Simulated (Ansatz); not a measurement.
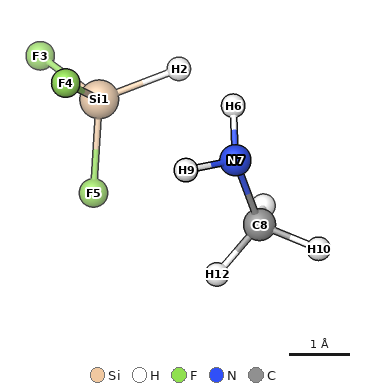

Starting structure of CH6F3NSi. The picture is a ball-and-stick view, seen from a free direction.

The run prepares an end point of a later path (reaction) calculation, from a guessed geometry.

All numbers below come from RKS PBE0-D4/def2-SVP (Ansatz).

The input:
```yaml
crystal:
  periodic: [false, false, false]
  atoms:
    - { symbol: Si, position_ang: [-0.014928, -1.507331, -1.086968] }
    - { symbol: H, position_ang: [-0.134276, -1.701464, 0.333656] }
    - { symbol: F, position_ang: [-0.449708, -2.840564, -1.858396] }
    - { symbol: F, position_ang: [1.496296, -1.187201, -1.513028] }
    - { symbol: F, position_ang: [-0.951909, -0.327613, -1.626063] }
    - { symbol: H, position_ang: [0.85615, -0.222851, 1.075616] }
    - { symbol: "N", position_ang: [0.836244, 0.770316, 0.866462] }
    - { symbol: C, position_ang: [-0.471971, 1.380942, 0.930887] }
    - { symbol: H, position_ang: [1.379187, 0.972903, 0.037158] }
    - { symbol: H, position_ang: [-0.558788, 2.0893, 1.774293] }
    - { symbol: H, position_ang: [-1.276895, 0.636008, 1.055535] }
    - { symbol: H, position_ang: [-0.709301, 1.937456, 0.010748] }
basis:
  gaussian: { orbitals: def2-SVP }
hamiltonian:
  xc: pbe0
  dispersion: d4
relax:
  f_tol: 0.03
  max_steps: 50
```

Command:
```bash
ansatz run input.yaml --threads 2 --pin off --max-ram 3072MiB --backend cpu --events-out ev --progress --plain --runs-dir out
```

Predict the outcome.

Answer. F4 moves most after the best rigid fit: 1.31 Å. By element the largest moves are F 1.31 Å, H 1.13 Å, N 0.71 Å, C 0.25 Å, Si 0.17 Å. Near-neighbour distances that change, for instance: Si1–H2 1.439 → 1.465 Å, C8–H11 1.104 → 1.112 Å, N7–C8 1.445 → 1.441 Å. Bond angles that change, for instance: N7–C8–H11 112.3° → 116.7°, N7–C8–H10 112.1° → 109.9°. Groups turn about N7–C8 by about 60°. After 25 accepted moves (26 points after the start) the energy has fallen by 3.98 kcal/mol. The largest force component goes from 0.56 to 0.018 eV/Å. The line search rejected the trial step at point 13 of the run.

Final geometry:

```xyz
12

Si   -0.0407   -1.6708   -1.0878
H    -1.1187   -1.3900   -0.1361
F    -0.3132   -3.0543   -1.8428
F     1.3817   -1.8014   -0.3588
F     0.0751   -0.5332   -2.2127
H     1.3273    0.4088    0.5373
N     0.7489    1.2145    0.3216
C    -0.4069    1.3518    1.1704
H     0.5354    1.2194   -0.6706
H    -0.0922    1.4177    2.2239
H    -1.1676    0.5423    1.1127
H    -0.9291    2.2949    0.9428
```

After the run, drawn alike:

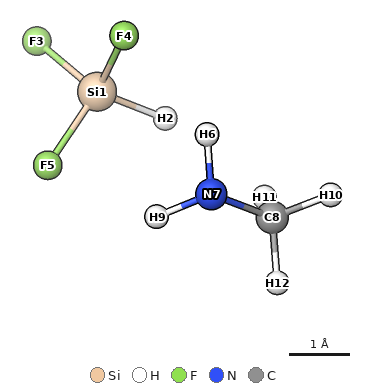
